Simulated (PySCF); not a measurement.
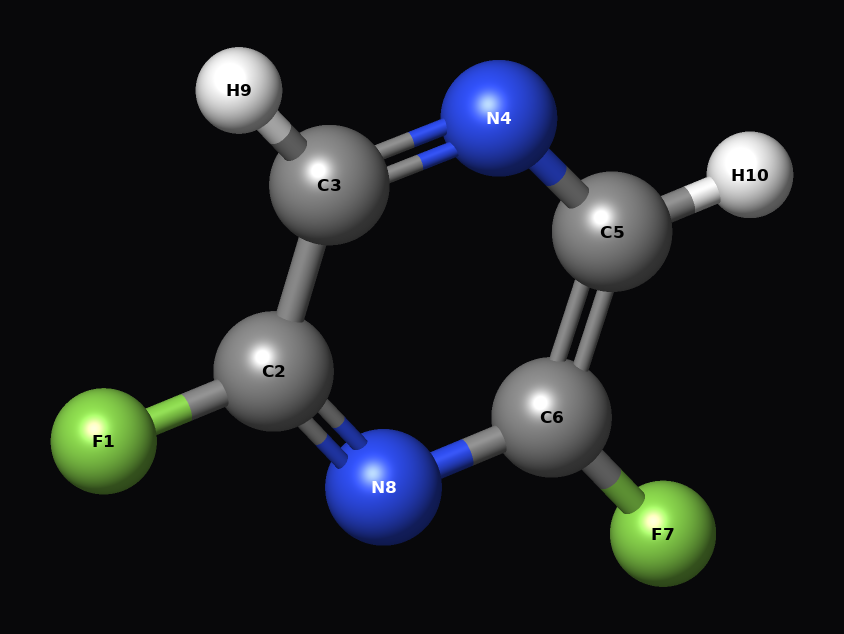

The computed structure is the end point of a GFN2-xTB optimisation. No frequency run is at hand to confirm it as a minimum. Method: delta-SCF UKS SCAN, pcX-2 on the ionised atom, pcseg-1 elsewhere, spin-free X2C (PySCF 2.14.0).

Give the core-electron binding energies (to vacuum) of F1 1s, C2 1s, C3 1s, N4 1s, N8 1s.

```json
{"atom": "F1", "level": "1s", "binding energy (eV)": "693.8"}
{"atom": "C2", "level": "1s", "binding energy (eV)": "294.7"}
{"atom": "C3", "level": "1s", "binding energy (eV)": "292.3"}
{"atom": "N4", "level": "1s", "binding energy (eV)": "406.1"}
{"atom": "N8", "level": "1s", "binding energy (eV)": "406.3"}
```
